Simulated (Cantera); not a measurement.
Feed: 1 mol Cr, 2.2 mol N2, equilibrated at 2.80 Pa.

Equilibrium computed with Cantera from the NASA thermochemical tables; the gas is ideal and each condensed phase is pure. Candidate condensed phases: Cr, CrN, Cr2N; 4 gas species. Kinetics and transport are ignored.

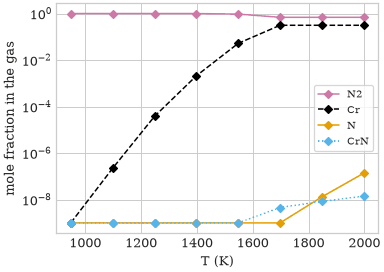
Figure: Equilibrium gas composition (values under 1e-9 drawn at 1e-9)

At 948 K the condensed part is Cr2N(s). From 1098 K to 1548 K the condensed part is Cr(s). From 1698 K to 1998 K nothing is condensed.
